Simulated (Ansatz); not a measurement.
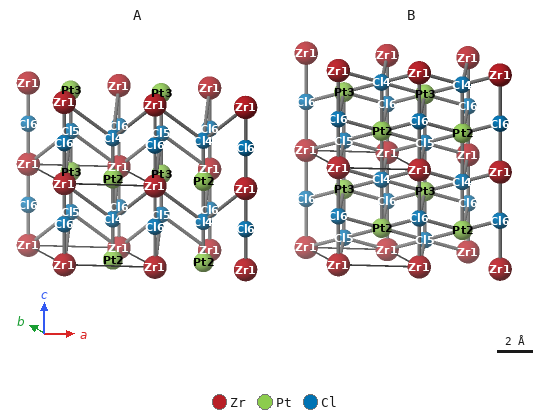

Two geometries of solid ZrPt$_{2}$Cl$_{3}$ (a generated structure, set up in P-3m1) (coarse preliminary run), drawn at one scale. One is the start of a relaxation, the other its converged end. The picture is a ball-and-stick view of the cell of the calculation, repeated 2 × 1 × 2 with one cell outlined, seen slightly off an axis.

Method: Ansatz 0.2.0, DFT PBE, scalar-relativistic, plane waves, PAW. (plane-wave cutoff 420 eV; k-point mesh 6 × 6 × 4; occupations gaussian; smearing width 0.1 eV; no spin polarisation; cell and atoms relaxed; force threshold 0.04 eV/Å; at most 70 steps)

**Which one is relaxed?**

Structure A is the relaxed one. After 20 accepted moves (21 points after the start) the energy has fallen by 2.753 eV per cell of the calculation. Largest force component: 0.79 eV/Å at the start, 0.0028 eV/Å at the end. Pressure: −4.99 GPa at the start and 0.25 GPa at the end. At 1 point the geometry stayed and the basis and grid were re-selected for the new cell (energy shift of 13.8 meV per cell of the calculation at most each time). The largest moves relative to the cell, 1.60 Å, are those of Pt2, Pt3, Cl4 and Cl5. Pt3 goes along +c. Largest moves by element: Pt 1.60 Å, Cl 1.60 Å. Zr stays in place. The drawn cell changes as follows: a = b 4.710 → 5.277 Å (+12.0 %), c 5.768 → 4.821 Å (−16.4 %); the volume changes by +4.9 %. Among the contacts that change: Zr1–Cl4 2.884 → 3.881 Å, Pt2–Cl5 2.884 → 3.878 Å, Zr1–Cl6 2.884 → 2.411 Å, Pt2–Cl4 2.884 → 2.413 Å. Bonds break, among them: Pt2–Cl5 (2.88 → 3.88 Å), Pt2–Cl6 (2.88 → 3.88 Å), Pt3–Cl4 (2.88 → 3.88 Å), Pt3–Cl6 (2.88 → 3.88 Å). The space group stays P-3m1 (No. 164).

Limits of the set-up: layers or molecules are held without a dispersion correction, so their spacing is unreliable.
